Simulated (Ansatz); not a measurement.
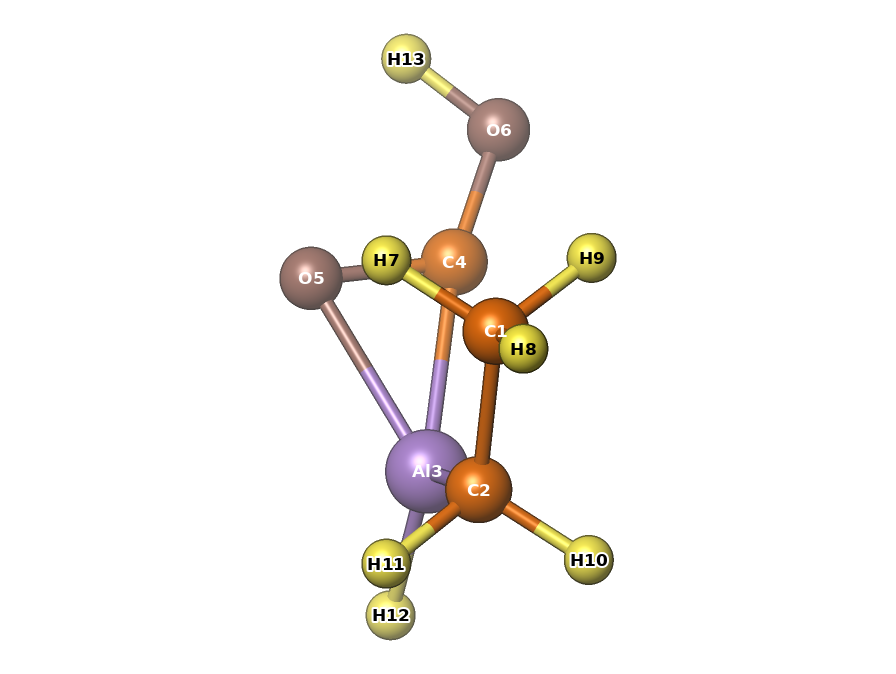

Al3 lies behind C2. The molecule seen a little off the C2–Al3 bond, C2 in front. Distant atoms are faded towards the background colour. The computed structure is the end point of a PBE0-D4/def2-TZVP optimisation. No frequency run is at hand to confirm it as a minimum.

Question: What is the torsion angle C1–C2–Al3–O5? The sign is positive where the front bond must turn clockwise to cover the back bond.

Answer: −27°, synperiplanar. The bonds about C2–Al3 are eclipsed.
